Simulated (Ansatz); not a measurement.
**One shape, several levels: doublet BH2OF+**

Wanted: a comparison of 6 runs (U-r2SCAN0/STO-3G, U-revPBE/STO-3G, UB2PLYP/STO-3G, UBLYP/STO-3G, UPBE/STO-3G, UCCSDTQ/STO-3G) of doublet BH2OF+. 

The calculation is run with Ansatz 0.2.0.

70 further runs of the same task are left out: 1 that didn't finish, 69 set aside as unsound or not needed.

**1. The structure to begin with**

BH2OF+: 5 atoms, total charge +1, spin state doublet. As SMILES of the parent species, `OBF`. Geometry: relaxed at PBE0-D4/def2-TZVP. This is one conformer, not always the lowest. That shape belongs to the parent species and isn't relaxed for this state.

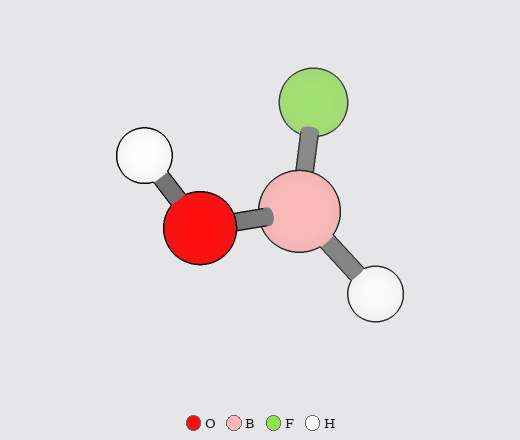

The structure, seen from a chosen angle (oxygen red, boron pink, fluorine green, hydrogen white).

**2. A single-point energy at U-r2SCAN0/STO-3G (run 1)**

Input file run.yaml:

```yaml
crystal:
  periodic: [false, false, false]
  atoms:
    - {symbol: O, position_ang: [-0.965400, 0.157400, 0.156900]}
    - {symbol: B, position_ang: [0.365000, -0.030200, 0.201100]}
    - {symbol: F, position_ang: [1.039200, -0.323700, -0.909500]}
    - {symbol: H, position_ang: [-1.337200, 0.057400, -0.725800]}
    - {symbol: H, position_ang: [0.948300, 0.065400, 1.236000]}
basis:
  gaussian: {orbitals: STO-3G}
accuracy: high
magnetization: {spin_polarized: true, initial_magnetization: 1}
total_charge: 1
hamiltonian: {xc: {name: r2SCAN0}}
```

Run with:

```bash
$ ansatz run run.yaml --threads 1 --pin off --max-ram 2610MiB --events-out events.jsonl --progress --plain --runs-dir runs
```

Log:

```text
Warning: RAYON_NUM_THREADS=1 ignored (pool sized by the plan → 1); use --threads N
Functional definition: r2SCAN0
  name "r2SCAN0"
  parameter a = 0.25
  parameter k0 = 0.174
  parameter k1 = 0.065
  parameter a1 = 4.9479
  exchange = (1 - a)*r2scan_x(k0 = k0, k1 = k1, a1 = a1) + a*exact_x
  correlation = r2scan_c
297 factors; integrals over basis functions are off by at most 3.2e-8 eV
mean field evaluation 1: about -5381.0565 eV, gradient 2.5e1 eV
mean field evaluation 2: about -5372.2573 eV, gradient 5.1e1 eV
mean field evaluation 4: about -5386.0026 eV, gradient 5.0e0 eV
mean field evaluation 8: about -5386.2001 eV, gradient 4.0e-1 eV
mean field evaluation 16: about -5386.1778 eV, gradient 1.5e-4 eV
mean field evaluation 32: about -5386.1948 eV, gradient 1.0e0 eV
mean field evaluation 64: about -5385.2068 eV, gradient 1.3e1 eV
mean field -5386.36469881 eV, -197.9452516721 hartree, gradient 5.2e-8 eV, S^2 0.786274; 6 other end points of the search recorded, 0 dependent functions left out
reference -5386.36469932 eV, -197.9452516909 hartree; 12, 11 occupied and 5, 6 virtual orbitals, 297 factors
Total energy: -5386.36469932 eV, -197.9452516909 hartree
```

It took 17 s on 1 thread of Arm Neoverse V1, shared host; peak memory 0.21 GiB.

**3. The energy at U-revPBE/STO-3G (run 2)**

Input file molecule.yaml:

```yaml
crystal:
  periodic: [false, false, false]
  atoms:
    - symbol: O
      position_ang: [-0.965400, 0.157400, 0.156900]
    - symbol: B
      position_ang: [0.365000, -0.030200, 0.201100]
    - symbol: F
      position_ang: [1.039200, -0.323700, -0.909500]
    - symbol: H
      position_ang: [-1.337200, 0.057400, -0.725800]
    - symbol: H
      position_ang: [0.948300, 0.065400, 1.236000]
basis:
  gaussian:
    orbitals: STO-3G
magnetization:
  spin_polarized: true
  initial_magnetization: 1
hamiltonian:
  xc: {name: revPBE}
total_charge: 1
accuracy: high
```

Run with:

```bash
$ ansatz run molecule.yaml --threads 1 --pin off --max-ram 2610MiB --events-out events.jsonl --progress --plain --runs-dir runs
```

Log:

```text
Warning: RAYON_NUM_THREADS=1 ignored (pool sized by the plan → 1); use --threads N
Functional definition: revPBE
  name "revPBE"
  parameter kappa = 1.245
  parameter beta = 0.06672455060314922
  exchange = pbe_x(kappa = kappa, mu = beta*pi^2/3)
  correlation = pbe_c(beta = beta)
297 factors; integrals over basis functions are off by at most 3.2e-8 eV
mean field evaluation 1: about -5382.8322 eV, gradient 2.4e1 eV
mean field evaluation 2: about -5349.9717 eV, gradient 8.2e1 eV
mean field evaluation 4: about -5384.5270 eV, gradient 2.1e1 eV
mean field evaluation 8: about -5385.8896 eV, gradient 1.5e1 eV
mean field evaluation 16: about -5387.5865 eV, gradient 1.9e-2 eV
mean field evaluation 32: about -5386.9797 eV, gradient 4.6e0 eV
mean field evaluation 64: about -5387.5809 eV, gradient 1.3e0 eV
mean field -5387.60096418 eV, -197.9906835867 hartree, gradient 2.2e-8 eV, S^2 0.753697; 10 other end points of the search recorded, 0 dependent functions left out
reference -5387.60096618 eV, -197.9906836599 hartree; 12, 11 occupied and 5, 6 virtual orbitals, 297 factors
Total energy: -5387.60096618 eV, -197.9906836599 hartree
```

Wall time 6.3 s (1 thread of Arm Neoverse V1, shared host); peak memory 0.12 GiB.

Runs 3 to 5 aren't shown in full; the table further down has their settings and results.

**4. The energy at UCCSDTQ/STO-3G (run 6)**

Changes to run.yaml since step 2:

```diff
@@ -9,6 +9,13 @@
 basis:
-  gaussian: {orbitals: STO-3G}
+  gaussian:
+    orbitals: STO-3G
+total_charge: 1
+magnetization:
+  spin_polarized: true
+  initial_magnetization: 1
+correlation:
+  method: ccsdtq
+  frozen_orbitals: {B: 1, F: 1, H: 0, O: 1}
 accuracy: high
-magnetization: {spin_polarized: true, initial_magnetization: 1}
-total_charge: 1
-hamiltonian: {xc: {name: r2SCAN0}}
+scf:
+  omitted_lower_state_checks: [cluster_reference, increment]
```

Run with:

```bash
$ ansatz run run.yaml --threads 1 --pin off --max-ram 2610MiB --events-out events.jsonl --progress --plain --runs-dir runs
```

Log:

```text
Warning: RAYON_NUM_THREADS=1 ignored (pool sized by the plan → 1); use --threads N
[... 16 lines left out ...]
3 core orbitals not correlated: weight in the atoms' cores, before any rotation towards them, 1.000 or more for the frozen orbitals, at most 0.000 for the correlated occupied ones
[... 35 lines left out ...]
Total energy: -5368.93622888 eV, -197.3047672157 hartree
Checks for a lower state left out: cluster_reference, increment
```

Run time: 95 s. Hardware: 1 thread of Arm Neoverse V1, shared host; peak memory 0.55 GiB.

**5. All runs side by side**

```tsv
run	level	frozen core orbitals	energy (Eh)	⟨S²⟩	wall time
1	U-r2SCAN0/STO-3G	–	-197.945252	0.786	17 s
2	U-revPBE/STO-3G	–	-197.990684	0.754	6.3 s
3	UB2PLYP/STO-3G	3	-197.780642	0.798	6.3 s
4	UBLYP/STO-3G	–	-197.972074	0.754	7.5 s
5	UPBE/STO-3G	–	-197.822126	0.753	7.8 s
6	UCCSDTQ/STO-3G	3	-197.304767	0.776	95 s
```

**6. Summary of results**

```
                                          quantity          value
                               run 6: total energy  -197.30477 Eh
run 6: correlation energy (3 core orbitals frozen)     -132.8 mEh
          run 6: ⟨S²⟩ of the reference determinant          0.776
                              run 6: T1 diagnostic          0.050
```

**Reading.** Totals of different functionals can't be ranked against each other. In runs 1, 2, 3, 4, 5, 6 the basis is minimal, so the values are rough. All runs together took 2.3 min, the longest 95 s.
